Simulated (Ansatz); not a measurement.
# H₃S+ (triplet): trial inputs and their diagnosis at scale of all distances = 2.006

3 inputs are run for H₃S+ (triplet) as typed; the log has to tell whether the result can be used and what must change.

The runs use Ansatz 0.2.0, Gaussian basis; the settings change from run to run.

14 further runs of the same task are left out: 1 for a known fault of the program, 11 that didn't finish, 2 set aside as unsound or not needed.

### Step 1. What is computed

The geometry derives from a PBE0/def2-TZVP stationary point (not a proven minimum). All distances are scaled together.

4 atoms, charge 1, spin multiplicity 3.

Atoms are counted from 1 here; the program's logs count them from 0.

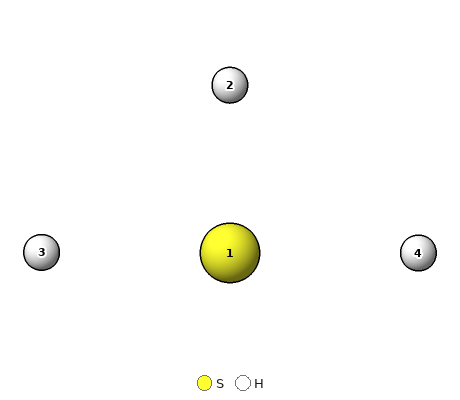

The structure; sulfur yellow, hydrogen white; atoms are numbered from 1 in the order of the file.

### Step 2. Try 1

File in.yaml:

```yaml
crystal:
  periodic: [false, false, false]
  atoms:
    - {symbol: S, position_ang: [0.000000, -0.078442, 0.000000]}
    - {symbol: H, position_ang: [0.000000, 2.644662, 0.000000]}
    - {symbol: H, position_ang: [0.000000, -0.074609, 3.049375]}
    - {symbol: H, position_ang: [0.000000, -0.074609, -3.049375]}
basis:
  gaussian: {orbitals: 6-31G}
total_charge: 1
magnetization: {spin_polarized: false, initial_magnetization: 10}
correlation: {method: mp2, electrons: all}
scf: {lower_state_search: light}
output: {forces: true}
```

Started as:

```console
$ ansatz run in.yaml --threads 1 --pin off --events-out ev --progress --plain --max-ram 2393MiB
```

Log, cut to the lines that bear on the results:

```text
Functional definition: HF
  name "HF"
  cite "Fock, Z. Phys. 61, 126 (1930) doi:10.1007/BF01340294"
  parent pbe
[...]
246 factors; integrals over basis functions are off by at most 1.9e-4 eV
[...]
a density is far from that of the atoms, so the factors are made again for it
260 factors; integrals over basis functions are off by at most 5.6e-5 eV
[...]
mean field -10639.22191528 eV, -390.9841938629 hartree, gradient 2.5e-6 eV, S^2 30.000000; 16 other end points of the search recorded, 0 dependent functions left out
[...]
reference -10639.22191528 eV, -390.9841938629 hartree; 14, 4 occupied and 5, 15 virtual orbitals, 260 factors
second order -0.01795115 eV of doubles, -0.00021547 eV of singles
[...]
Total energy: -10639.24008190 eV, -390.9848614737 hartree
Atom 0 at     0.000000    -0.078442     0.000000 Å, force    -0.000000    -0.785781     0.000000 eV/Å
Atom 1 at     0.000000     2.644662     0.000000 Å, force     0.000000     0.736389    -0.000000 eV/Å
Atom 2 at     0.000000    -0.074609     3.049375 Å, force     0.000000     0.024696     0.397128 eV/Å
Atom 3 at     0.000000    -0.074609    -3.049375 Å, force    -0.000000     0.024696    -0.397128 eV/Å
Dipole moment:    -0.000000     0.144390     0.000000 e Å
```

It took 1.4 s on 1 thread of Arm Neoverse N1, shared host.

Diagnosis: The run converged, which proves nothing about the input. Far too many unpaired electrons are asked for. Its energy belongs to the state of multiplicity 11, not to the triplet that was meant. Cure: set initial_magnetization to that of the wanted state.

### Step 3. Try 2

File in.yaml:

```yaml
crystal:
  periodic: [false, false, false]
  atoms:
    - {symbol: S, position_ang: [0.000000, -0.078442, 0.000000]}
    - {symbol: H, position_ang: [0.000000, 2.644662, 0.000000]}
    - {symbol: H, position_ang: [0.000000, -0.074609, 3.049375]}
    - {symbol: H, position_ang: [0.000000, -0.074609, -3.049375]}
basis:
  gaussian: {orbitals: cc-pVDZ}
total_charge: 1
magnetization: {spin_polarized: false, initial_magnetization: 6}
correlation: {method: ccsd, electrons: valence}
accuracy: high
output: {forces: true}
```

Same command.

Log, cut to the lines that bear on the results:

```text
Functional definition: HF
  name "HF"
  cite "Fock, Z. Phys. 61, 126 (1930) doi:10.1007/BF01340294"
  parent pbe
[...]
591 factors; integrals over basis functions are off by at most 3.0e-9 eV
[...]
mean field -10847.74953777 eV, -398.6474426442 hartree, gradient 3.1e-8 eV, S^2 12.000000; 0 other end points of the search recorded, 0 dependent functions left out
5 core orbitals not correlated: weight in the atoms' cores, before any rotation towards them, 1.000 or more for the frozen orbitals, at most 0.000 for the correlated occupied ones
reference -10847.74953777 eV, -398.6474426442 hartree; 7, 1 occupied and 21, 27 virtual orbitals, 591 factors
second order -1.87345436 eV of doubles, -0.00620551 eV of singles
cycle   1  -2.27506471 eV  change   -4.0e-1 eV  update   4.0e-2
[...]
cycle  15  -2.38662098 eV  change   6.1e-11 eV  update  2.5e-10
[...]
Total energy: -10850.13615875 eV, -398.7351493476 hartree
Atom 0 at     0.000000    -0.078442     0.000000 Å, force    -0.000000    -0.451898     0.000000 eV/Å
Atom 1 at     0.000000     2.644662     0.000000 Å, force     0.000000     0.452098     0.000000 eV/Å
Atom 2 at     0.000000    -0.074609     3.049375 Å, force    -0.000000    -0.000100     0.162977 eV/Å
Atom 3 at     0.000000    -0.074609    -3.049375 Å, force     0.000000    -0.000100    -0.162977 eV/Å
Dipole moment:     0.000000    -0.118717    -0.000000 e Å
```

Run time: 2.6 s. Hardware: 1 thread of Arm Neoverse N1, shared host.

What is wrong: The run converged, which proves nothing about the input. Far too many unpaired electrons are asked for. Its energy belongs to the state of multiplicity 7, not to the triplet that was meant. Cure: set initial_magnetization to that of the wanted state.

### Step 4. Try 3

File in.yaml:

```yaml
crystal:
  periodic: [false, false, false]
  atoms:
    - {symbol: S, position_ang: [0.000000, 2.694662, 0.050000]}
    - {symbol: H, position_ang: [0.000000, 2.644662, 0.000000]}
    - {symbol: H, position_ang: [0.000000, -0.074609, 3.049375]}
    - {symbol: H, position_ang: [0.000000, -0.074609, -3.049375]}
basis:
  gaussian: {orbitals: 6-31G}
total_charge: 1
magnetization: {spin_polarized: true, initial_magnetization: 2}
correlation: {method: ccsdt_q, electrons: valence}
scf: {lower_state_search: full}
```

Same command.

Log, cut to the lines that bear on the results:

```text
Functional definition: HF
  name "HF"
  cite "Fock, Z. Phys. 61, 126 (1930) doi:10.1007/BF01340294"
  parent pbe
[...]
355 factors; integrals over basis functions are off by at most 1.3e-7 eV
[...]
mean field -8705.45745958 eV, -319.9196608684 hartree, gradient 1.9e-6 eV, S^2 2.998477; 39 other end points of the search recorded, 0 dependent functions left out
determinant -8705.45745958 eV, -319.9196608684 hartree, with singles and doubles -8705.72029433 eV, -319.9293198674 hartree
determinant -8705.45251463 eV, -319.9194791449 hartree, with singles and doubles -8705.71281278 eV, -319.9290449256 hartree
determinant -8704.87250341 eV, -319.8981641257 hartree, with singles and doubles -8705.13799859 eV, -319.9079208937 hartree
determinant -8704.86665501 eV, -319.8979492011 hartree, with singles and doubles -8705.12946515 eV, -319.9076072958 hartree
[...]
determinant -8705.45251463 eV, -319.9194791449 hartree, with singles and doubles -8705.71471378 eV, -319.9291147862 hartree
determinant -8704.54308422 eV, -319.8860581940 hartree, with singles and doubles -8705.65877413 eV, -319.9270590419 hartree
determinant -8704.53572927 eV, -319.8857879043 hartree, with singles and doubles -8705.65501484 eV, -319.9269208903 hartree
determinant -8703.65175161 eV, -319.8533023246 hartree, with no singles and doubles
5 core orbitals not correlated: weight in the atoms' cores, before any rotation towards them, 0.996 or more for the frozen orbitals, at most 0.003 for the correlated occupied ones
reference -8705.45745958 eV, -319.9196608684 hartree; 5, 3 occupied and 9, 11 virtual orbitals, 355 factors
second order -0.20722491 eV of doubles, -0.00000000 eV of singles
cycle   1  -0.24741464 eV  change   -4.0e-2 eV  update   1.5e-2
[...]
cycle 146  -0.26983139 eV  change    6.0e-8 eV  update   5.2e-7
perturbative correction -0.00000561 eV, -0.0000002062 hartree
Total energy: -8705.72729658 eV, -319.9295771953 hartree
```

Run time: 14 s. Hardware: 1 thread of Arm Neoverse N1, shared host.

What is wrong: The run converged, which proves nothing about the input. One atom lies on top of another. The shortest distance is 0.07 Å, against 2.72 Å in the geometry of step 1. Its energy belongs to another geometry. Cure: restore its position.

### Step 5. Summary

| try | level | ended | cause | time |
| --- | --- | --- | --- | --- |
| 1 | MP2 on ROHF/6-31G | converged | far too many unpaired electrons are asked for | 1.4 s |
| 2 | CCSD on ROHF/cc-pVDZ | converged | far too many unpaired electrons are asked for | 2.6 s |
| 3 | CCSDT(Q) on UHF/6-31G | converged | one atom lies on top of another | 14 s |

3 converged. The input that converges on a wrong geometry or spin is the dangerous one: no error points at it, so geometry and ⟨S²⟩ have to be checked.
